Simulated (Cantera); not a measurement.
A closed system holds: 1 mol AlN, 0.47 mol H2, equilibrated at 113 Torr.

Method: chemical equilibrium by Gibbs-energy minimisation in Cantera with the NASA 1993 tables (ideal gas, pure condensed phases). Candidate condensed phases: Al, AlN; 13 gas species. Equilibrium is a limit: real reactors are often held back by kinetics, nucleation or transport.

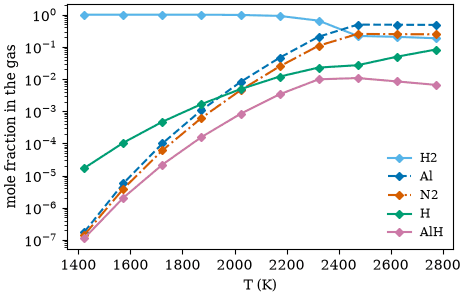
Figure. Equilibrium gas composition (values under 1e-9 drawn at 1e-9)

From 1423 K to 2323 K the condensed part is AlN(s). From 2473 K to 2773 K nothing is condensed. The main Al-bearing gas is Al throughout.
